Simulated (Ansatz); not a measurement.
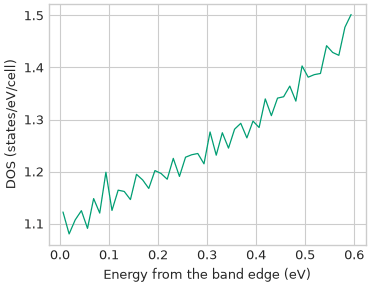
Fig. 1. Density of states of monolayer HfS₂ above the conduction band minimum, PBE, rigid bands (Ansatz, a first-principles code); cell area 11.55 Å².

### Question
What effective density of states at 300 K does this give (∫ g(E) exp(−E/k_BT) dE, both spins, divided by the cell's size)?

### Answer
2.6e13 cm⁻².

Spin-orbit coupling is left out; with 5d elements it also splits d-like band edges. Geometry: cell and atoms relaxed with PBE.

Model free-standing layer, not matched to a measured one here: monolayer HfS2.
